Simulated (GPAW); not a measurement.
# Effort and miss along a sweep of kpts: ReAu₂ (Fd-3m, 6 atoms in the cell)

```
CELL_PARAMETERS angstrom
      0.00000     3.95483     3.95483
      3.95483     0.00000     3.95483
      3.95483     3.95483     0.00000
ATOMIC_POSITIONS crystal
  Au 0.12500 0.12500 0.12500
  Au 0.62500 0.12500 0.12500
  Au 0.12500 0.62500 0.12500
  Au 0.12500 0.12500 0.62500
  Re 0.75000 0.75000 0.75000
  Re 0.50000 0.50000 0.50000
```

Method: PBE, GPAW PAW datasets PBE (gpaw-data 1.0.1) (plane waves; GPAW).

Base settings: mode = pw; ecut = 600 eV; xc = PBE; kpts = 5 5 5; mesh shift (steps) = 0 0 0; occupations.name = methfessel-paxton; occupations.width = 0.272 eV; occupations.order = 1; nbands = -12; symmetry.symmorphic = false.

Misses are taken against the tightest run, 10 10 10, which need not be fully converged itself. The energy is the free energy per atom.

The count of work is k-points × plane waves × bands × iterations; it is no time, and leaves out set-up, grids and terms that scale otherwise. Core times come from one kind of shared machine and are given to one figure; runs under 30 s give none.

The starting cell was generated: these elements placed on a structure prototype, without a prior relaxation; it need not be a known phase or ordering of this composition. Its lattice was rescaled by a random factor within 2.5 % of one. Spin polarisation is off. In the base run, with a pressure of about -20 GPa the cell is away from its equilibrium volume at this level.

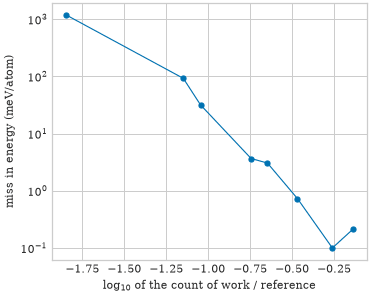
Fig. 1. Miss against the count of work; the reference run is not drawn, and misses under 0.1 meV/atom are drawn there.

| kpts | energy less reference (meV/atom) | pressure less reference (GPa) | count of work / reference | core time / reference (rough) |
|---|---|---|---|---|
| 1 1 1 | 1191.94 | 9.17 | 0.014 | – |
| 2 2 2 | 92.78 | -1.33 | 0.071 | 0.1 |
| 3 3 3 | 31.81 | 0.37 | 0.090 | 0.2 |
| 4 4 4 | -3.67 | -0.09 | 0.18 | 0.3 |
| 5 5 5 | 3.06 | 0.04 | 0.23 | 0.3 |
| 6 6 6 | -0.73 | 0.01 | 0.34 | 0.4 |
| 7 7 7 | -0.02 | -0.02 | 0.55 | 0.7 |
| 8 8 8 | 0.21 | 0.00 | 0.73 | 0.8 |
| 10 10 10 | 0.00 | 0.00 | 1.0 | 1 |

Coarsest setting among those run that, with all tighter ones, holds the energy within 20 meV/atom of the reference: 4 4 4, off by 3.7 meV/atom; it needs 0.18 of the reference's count of work and about 0.3 of the reference's time.

Smallest miss in the energy for at most 0.1 times the reference's count of work: 3 3 3, with a miss of 32 meV/atom at a count of 0.090.

The step from 5 5 5 to 7 7 7: it takes the miss in the energy from 3.1 to 0.02 meV/atom, for 2.4 times the count of work and roughly 2 times the time.
